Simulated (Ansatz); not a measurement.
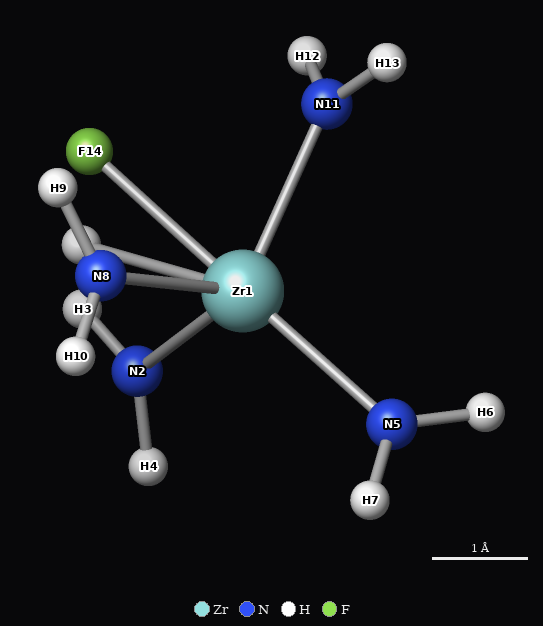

The input geometry (ball-and-stick view, seen at a tilt; atoms are numbered from 1 in the order of the input). Sticks mark near contacts.

Run report: ZrN4H9F, geometry relaxation (part 1 of 2)

System: ZrN4H9F.
Method: RKS PBE/def2-SVP (Ansatz 0.2.0).

The input holds or restrains some coordinates. Forces given for the steps count only the free coordinates. It belongs to a series of runs on one base structure; here: pulled along the bonds that form and break, towards end A. Figures and captions count atoms from 1; the log counts them from 0 in places.

### The program's output
```
The last accepted step is kept in [file] (removed where the run ends without a failure and the disk answers)
Engine: ansatz 0.2.0, aarch64-unknown-linux-gnu
Functional definition: PBE
  parameter kappa = 0.804
  parameter beta = 0.06672455060314922
  exchange = pbe_x(kappa = kappa, mu = beta*pi^2/3)
  correlation = pbe_c(beta = beta)
1636 factors; their error is unknown
mean field evaluation 1: about -10053.6308 eV, gradient 1.3e2 eV
mean field evaluation 2: about -9718.6097 eV, gradient 3.3e2 eV
mean field evaluation 4: about -10085.2247 eV, gradient 3.4e1 eV
mean field evaluation 8: about -10088.1842 eV, gradient 9.0e-1 eV
mean field evaluation 16: about -10088.1185 eV, gradient 1.4e-2 eV
mean field -10088.11854366 eV, -370.7315185073 hartree, gradient 2.0e-5 eV, S^2 0.000000; 0 other end points of the search recorded, 0 dependent functions left out
the calculation of the forces begins
reference -10088.11864304 eV, -370.7315221593 hartree; 29, 29 occupied and 117, 117 virtual orbitals, 1636 factors
relax step   1: F+E_penalty+E_count = -10088.11854366 eV  Δ(F+E_penalty+E_count) = +0.000e0 eV  max|allowed force component| = 3.616e0 eV/Å  E_restraint = 25.25226477 eV  max|allowed force component, restraints' pulls added| = 2.715e1 eV/Å  Δτ_max = 0.0000 Å  (35 SCF iters, accepted)
  distance Zr 0 - F 13 = 2.2800 Å
  distance H 14 - N 1 = 1.5553 Å
  distance Zr 0 - N 1 = 2.5600 Å
  distance H 14 - F 13 = 1.4244 Å
these checks for a lower state are left out or cut short: starts, cluster_reference, orbital_swaps, neighbouring_geometries, increment
1636 factors; their error is unknown
mean field evaluation 32: about -10088.8934 eV, gradient 2.1e-5 eV
mean field -10088.89339455 eV, -370.7599937521 hartree, gradient 2.1e-5 eV, S^2 0.000000; 0 other end points of the search recorded, 0 dependent functions left out
[... from here on the field's lines of each further geometry are left out, up to the last ...]
relax step   2: F+E_penalty+E_count = -10088.89339455 eV  Δ(F+E_penalty+E_count) = -7.749e-1 eV  max|allowed force component| = 3.979e0 eV/Å  E_restraint = 11.34528562 eV  max|allowed force component, restraints' pulls added| = 1.999e1 eV/Å  Δτ_max = 0.1949 Å  (40 SCF iters, accepted)
relax step   3: F+E_penalty+E_count = -10089.55029260 eV  Δ(F+E_penalty+E_count) = -6.569e-1 eV  max|allowed force component| = 5.105e0 eV/Å  E_restraint = 3.84165262 eV  max|allowed force component, restraints' pulls added| = 8.972e0 eV/Å  Δτ_max = 0.1948 Å  (39 SCF iters, accepted)
relax step   4: F+E_penalty+E_count = -10090.18791265 eV  Δ(F+E_penalty+E_count) = -6.376e-1 eV  max|allowed force component| = 4.415e0 eV/Å  E_restraint = 0.85065349 eV  max|allowed force component, restraints' pulls added| = 6.780e0 eV/Å  Δτ_max = 0.1947 Å  (34 SCF iters, accepted)
relax step   5: F+E_penalty+E_count = -10091.10498008 eV  Δ(F+E_penalty+E_count) = -9.171e-1 eV  max|allowed force component| = 1.819e0 eV/Å  E_restraint = 0.05953264 eV  max|allowed force component, restraints' pulls added| = 1.989e0 eV/Å  Δτ_max = 0.1999 Å  (38 SCF iters, accepted)
relax step   6: F+E_penalty+E_count = -10091.47633706 eV  Δ(F+E_penalty+E_count) = -3.714e-1 eV  max|allowed force component| = 1.097e0 eV/Å  E_restraint = 0.04519686 eV  max|allowed force component, restraints' pulls added| = 2.075e0 eV/Å  Δτ_max = 0.1949 Å  (38 SCF iters, accepted)
relax step   7: F+E_penalty+E_count = -10091.61121543 eV  Δ(F+E_penalty+E_count) = -1.349e-1 eV  max|allowed force component| = 1.193e0 eV/Å  E_restraint = 0.02989816 eV  max|allowed force component, restraints' pulls added| = 1.099e0 eV/Å  Δτ_max = 0.2000 Å  (31 SCF iters, accepted)
relax step   8: F+E_penalty+E_count = -10091.72606648 eV  Δ(F+E_penalty+E_count) = -1.149e-1 eV  max|allowed force component| = 1.137e0 eV/Å  E_restraint = 0.02820393 eV  max|allowed force component, restraints' pulls added| = 3.814e-1 eV/Å  Δτ_max = 0.2000 Å  (37 SCF iters, accepted)
relax step   9: F+E_penalty+E_count = -10091.80366530 eV  Δ(F+E_penalty+E_count) = -7.760e-2 eV  max|allowed force component| = 1.136e0 eV/Å  E_restraint = 0.02758110 eV  max|allowed force component, restraints' pulls added| = 3.095e-1 eV/Å  Δτ_max = 0.2000 Å  (35 SCF iters, accepted)
relax step  10: F+E_penalty+E_count = -10091.78833185 eV  Δ(F+E_penalty+E_count) = +1.533e-2 eV  max|allowed force component| = 1.155e0 eV/Å  E_restraint = 0.03647560 eV  max|allowed force component, restraints' pulls added| = 1.155e0 eV/Å  Δτ_max = 0.1979 Å  (35 SCF iters, rejected (line search))
relax step  11: F+E_penalty+E_count = -10091.85006083 eV  Δ(F+E_penalty+E_count) = -4.640e-2 eV  max|allowed force component| = 1.072e0 eV/Å  E_restraint = 0.02688066 eV  max|allowed force component, restraints' pulls added| = 2.745e-1 eV/Å  Δτ_max = 0.0988 Å  (30 SCF iters, accepted)
relax step  12: F+E_penalty+E_count = -10091.89205372 eV  Δ(F+E_penalty+E_count) = -4.199e-2 eV  max|allowed force component| = 1.070e0 eV/Å  E_restraint = 0.02591618 eV  max|allowed force component, restraints' pulls added| = 3.276e-1 eV/Å  Δτ_max = 0.0975 Å  (30 SCF iters, accepted)
relax step  13: F+E_penalty+E_count = -10091.93114041 eV  Δ(F+E_penalty+E_count) = -3.909e-2 eV  max|allowed force component| = 1.009e0 eV/Å  E_restraint = 0.02689552 eV  max|allowed force component, restraints' pulls added| = 4.297e-1 eV/Å  Δτ_max = 0.1489 Å  (31 SCF iters, accepted)
relax step  14: F+E_penalty+E_count = -10091.95921058 eV  Δ(F+E_penalty+E_count) = -2.807e-2 eV  max|allowed force component| = 1.054e0 eV/Å  E_restraint = 0.03732489 eV  max|allowed force component, restraints' pulls added| = 9.454e-1 eV/Å  Δτ_max = 0.1929 Å  (31 SCF iters, accepted)
relax step  15: F+E_penalty+E_count = -10091.98463534 eV  Δ(F+E_penalty+E_count) = -2.542e-2 eV  max|allowed force component| = 1.060e0 eV/Å  E_restraint = 0.02493260 eV  max|allowed force component, restraints' pulls added| = 3.977e-1 eV/Å  Δτ_max = 0.2000 Å  (30 SCF iters, accepted)
relax step  16: F+E_penalty+E_count = -10091.99149917 eV  Δ(F+E_penalty+E_count) = -6.864e-3 eV  max|allowed force component| = 8.317e-1 eV/Å  E_restraint = 0.03737895 eV  max|allowed force component, restraints' pulls added| = 1.076e0 eV/Å  Δτ_max = 0.1986 Å  (32 SCF iters, rejected (line search))
relax step  17: F+E_penalty+E_count = -10092.00171505 eV  Δ(F+E_penalty+E_count) = -1.708e-2 eV  max|allowed force component| = 1.024e0 eV/Å  E_restraint = 0.02485371 eV  max|allowed force component, restraints' pulls added| = 2.332e-1 eV/Å  Δτ_max = 0.0993 Å  (31 SCF iters, accepted)
relax step  18: F+E_penalty+E_count = -10092.01267453 eV  Δ(F+E_penalty+E_count) = -1.096e-2 eV  max|allowed force component| = 9.477e-1 eV/Å  E_restraint = 0.03322079 eV  max|allowed force component, restraints' pulls added| = 7.676e-1 eV/Å  Δτ_max = 0.0966 Å  (32 SCF iters, accepted)
relax step  19: F+E_penalty+E_count = -10092.02193922 eV  Δ(F+E_penalty+E_count) = -9.265e-3 eV  max|allowed force component| = 9.557e-1 eV/Å  E_restraint = 0.02591765 eV  max|allowed force component, restraints' pulls added| = 1.779e-1 eV/Å  Δτ_max = 0.1153 Å  (29 SCF iters, accepted)
relax step  20: F+E_penalty+E_count = -10092.02332034 eV  Δ(F+E_penalty+E_count) = -1.381e-3 eV  max|allowed force component| = 9.923e-1 eV/Å  E_restraint = 0.02476420 eV  max|allowed force component, restraints' pulls added| = 1.245e-1 eV/Å  Δτ_max = 0.2000 Å  (30 SCF iters, accepted)
relax step  21: F+E_penalty+E_count = -10092.02185117 eV  Δ(F+E_penalty+E_count) = +1.469e-3 eV  max|allowed force component| = 1.022e0 eV/Å  E_restraint = 0.02476585 eV  max|allowed force component, restraints' pulls added| = 3.740e-1 eV/Å  Δτ_max = 0.1500 Å  (30 SCF iters, rejected (line search))
relax step  22: F+E_penalty+E_count = -10092.02662534 eV  Δ(F+E_penalty+E_count) = -3.305e-3 eV  max|allowed force component| = 9.753e-1 eV/Å  E_restraint = 0.02449161 eV  max|allowed force component, restraints' pulls added| = 1.626e-1 eV/Å  Δτ_max = 0.0715 Å  (31 SCF iters, accepted)
the calculation of the forces begins
reference -10092.02887806 eV, -370.8752206460 hartree; 29, 29 occupied and 117, 117 virtual orbitals, 1636 factors
relax step  23: F+E_penalty+E_count = -10092.02877545 eV  Δ(F+E_penalty+E_count) = -2.150e-3 eV  max|allowed force component| = 9.805e-1 eV/Å  E_restraint = 0.02540408 eV  max|allowed force component, restraints' pulls added| = 1.137e-1 eV/Å  Δτ_max = 0.0493 Å  (32 SCF iters, accepted)
  distance Zr 0 - F 13 = 3.1778 Å
  distance H 14 - N 1 = 2.2439 Å
  distance Zr 0 - N 1 = 2.1790 Å
  distance H 14 - F 13 = 0.9416 Å
1636 factors; their error is unknown
mean field evaluation 192: about -10091.9297 eV, gradient 8.6e0 eV
```

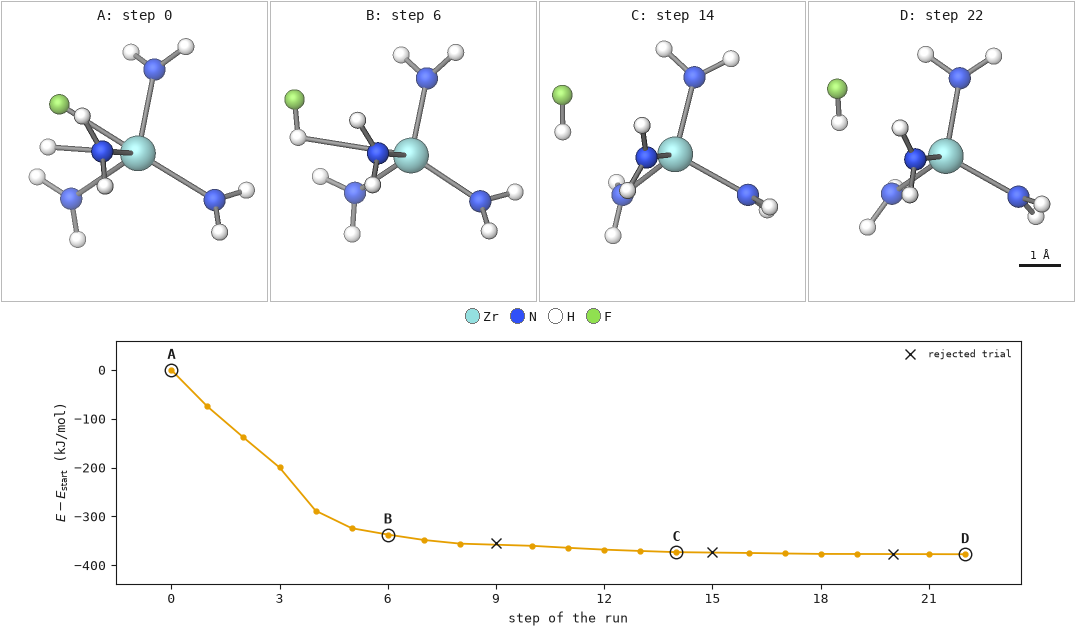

Frames of the restrained relaxation (ball-and-stick view, seen at a tilt) above the curves, on which the letters mark them (the first geometry is step 0 here and step 1 in the log).

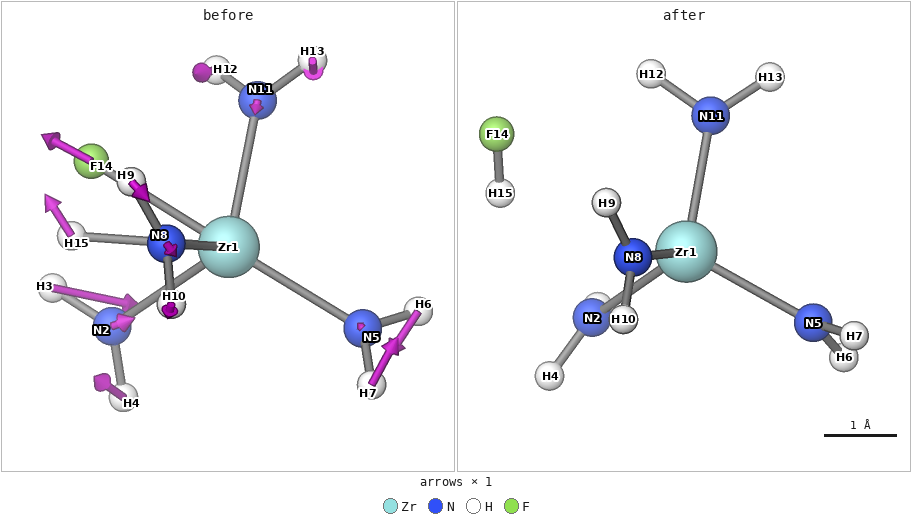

Before (left) and after (right) the restrained relaxation, at one scale (ball-and-stick view, seen at a tilt). The pink arrows give the displacements, at true length. The largest move after the best rigid fit is that of H3, 1.37 Å. By element the largest moves are H 1.37 Å, F 0.92 Å, N 0.40 Å, Zr 0.07 Å. Among the contacts that change: Zr1–F14 2.280 → 3.178 Å, Zr1–H15 2.405 → 2.895 Å, F14–H15 1.424 → 0.942 Å, Zr1–N2 2.560 → 2.179 Å. New bonds form: F14–H15 (1.42 → 0.94 Å). Bonds break: Zr1–F14 (2.28 → 3.18 Å). Among the angles that change: Zr1–N11–H13 120.0° → 134.9°, H3–N2–H4 120.0° → 107.3°, H9–N8–H10 120.0° → 107.9°. Over 22 geometry steps the energy falls by 377.3 kJ/mol. Largest force component: 3.6 eV/Å at the start, 0.98 eV/Å at the end. The line search rejected the trial steps at points 9, 15, 20 (counted from 0) and went back. (Atoms are counted from 1 in the order of the input.)

```
mean field -10092.02877545 eV, -370.8752168749 hartree, gradient 1.6e-5 eV, S^2 0.000000; 1 other end points of the search recorded, 0 dependent functions left out
the calculation of the forces begins
reference -10092.02887806 eV, -370.8752206460 hartree; 29, 29 occupied and 117, 117 virtual orbitals, 1636 factors
Total energy: -10092.02887806 eV, -370.8752206460 hartree
Atom 0 at     0.058491     0.038101     0.000931 Å, force    -0.057949    -0.072355     0.980480 eV/Å
Atom 1 at     0.097242    -0.038098     2.178268 Å, force    -0.519399     0.010582    -0.966794 eV/Å
Atom 2 at     0.237734    -0.907704     2.709457 Å, force    -0.010404     0.030604    -0.015447 eV/Å
Atom 3 at     0.248470     0.743770     2.827290 Å, force     0.016745    -0.006816    -0.011397 eV/Å
Atom 4 at     1.976850    -0.052899    -0.713006 Å, force     0.027819     0.008849    -0.024201 eV/Å
Atom 5 at     2.767866    -0.532053    -0.265349 Å, force    -0.003873     0.013789    -0.016338 eV/Å
Atom 6 at     2.337462     0.454921    -1.531041 Å, force    -0.016902    -0.026380     0.041957 eV/Å
Atom 7 at    -0.758630     1.780895    -0.705893 Å, force    -0.024783     0.026058     0.008400 eV/Å
```
